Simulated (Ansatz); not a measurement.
Level of theory: PBE (plane waves to 420 eV, PAW; Ansatz, a quantum-chemistry and plane-wave program).

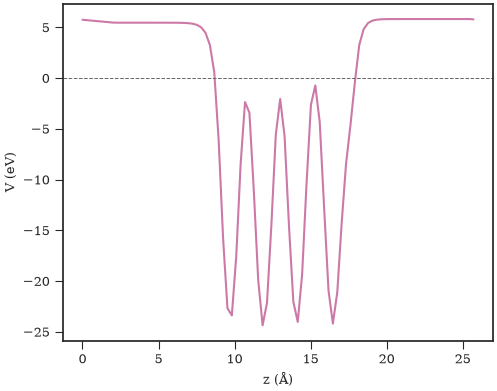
Plane-averaged electrostatic potential energy along the normal, in eV from the Fermi level, for C on the 1x1 (111) surface of fcc Ir, one in a 2x1 cell, started at the site 'hollow Ir-Ir-Ir over Ir at depth 4.4 Å'

Set-up: 9 atoms, 6.6 Å thick at the start under the adsorbate (thin: gaps and levels are the slab's own); mesh 6x12x1; 0.1 eV smearing; dipole correction on; 4 atoms held, the rest relaxed; symmetry of the start imposed; no spin, no spin-orbit, no U, no dispersion correction. At the end it is bonded to 3 Ir. In PBE this state lies 0.08 eV over the lowest of the starts that converged ('bridge Ir-Ir (span 2.7 Å)').

The vacuum level lies 5.83 eV above the Fermi level over the top face and 5.47 eV above it under the bottom face.
